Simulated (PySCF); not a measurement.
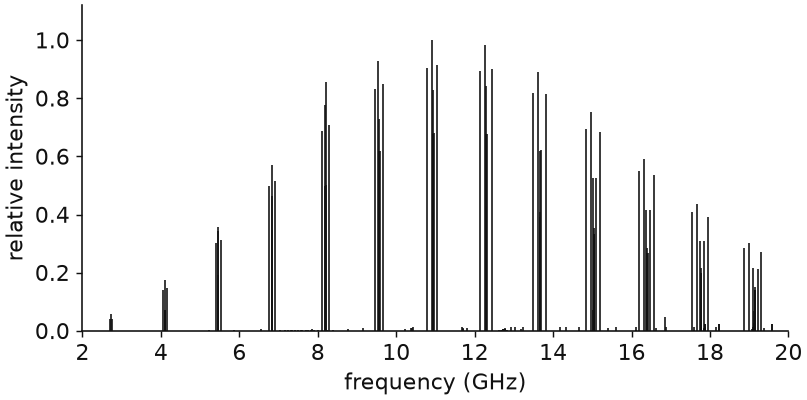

Simulated rotational absorption lines between 2 and 20 GHz at 1.5 K: rigid rotor with the equilibrium constants and dipole of one optimised conformer (PBE0-D3(BJ)/def2-SVP, PySCF 2.14.0), commonest isotopes; no centrifugal distortion, hyperfine structure, internal rotation or nuclear-spin weights; lines within 1 MHz of each other are summed.

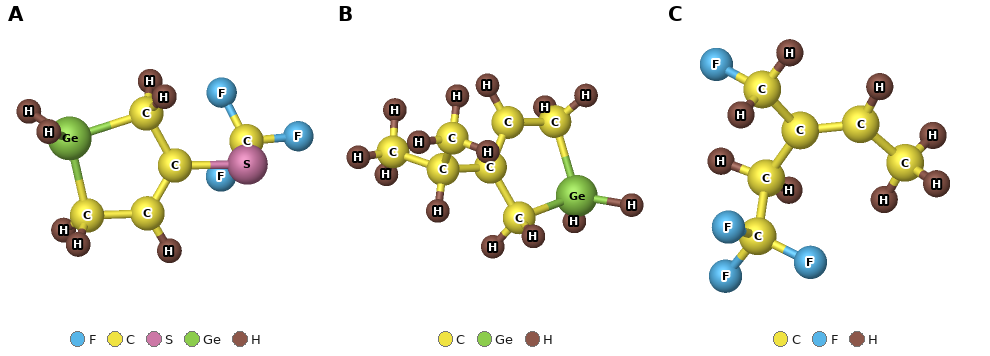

Which molecule gives this spectrum? The candidates are drawn in the second picture.

Structure B, C₇H₁₄Ge, SMILES CC(C)C1=C[CH2][GeH2][CH2]1, singlet. Rotational constants A, B, C = 3.235, 0.6990, 0.6672 GHz, |μa|, |μb|, |μc| = 0.53, 0.07, 0.01 D.

Note: coarse grid, loose stop and no frequency check, small forces are noise and the end may be a saddle.
